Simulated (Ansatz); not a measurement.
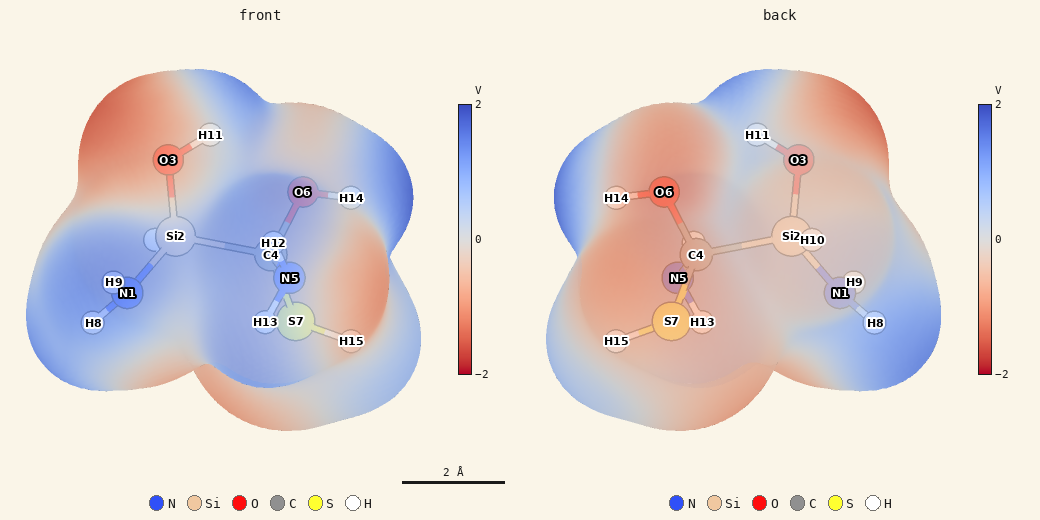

Figure 1: CH8N2O2SSi. The electrostatic potential painted on the density surface at 0.001 e/bohr³, seen from the front and from behind; the colour scale runs from red (negative) to blue (positive).

Method: RKS B3LYP-D4/def2-SVP (Ansatz).

```xyz
15

N    -2.0821    0.3492    0.0967
Si   -0.4912    0.7484    0.6126
O    -0.2641    0.1555    2.1580
C     0.8365   -0.2232   -0.3897
N     0.4368   -1.5850   -0.7257
O     1.9556   -0.2958    0.4636
S     1.1698    0.6797   -1.9739
H    -2.7066    1.0635   -0.2596
H    -2.5925   -0.4057    0.5432
H    -0.3006    2.2176    0.4637
H     0.6607   -0.1069    2.2871
H     0.1943   -2.0806    0.1363
H    -0.3999   -1.5692   -1.3107
H     2.6144   -0.8693    0.0372
H     1.6442   -0.4096   -2.6286
```

### Which sites attract a positive test charge, and which a negative one?

A positive charge is drawn to the negative regions and a negative charge to the positive ones. The most negative region (about −1.4 V) lies over O3, the most positive (about +1.5 V) over H14. O3 is the likeliest acceptor of a hydrogen bond.
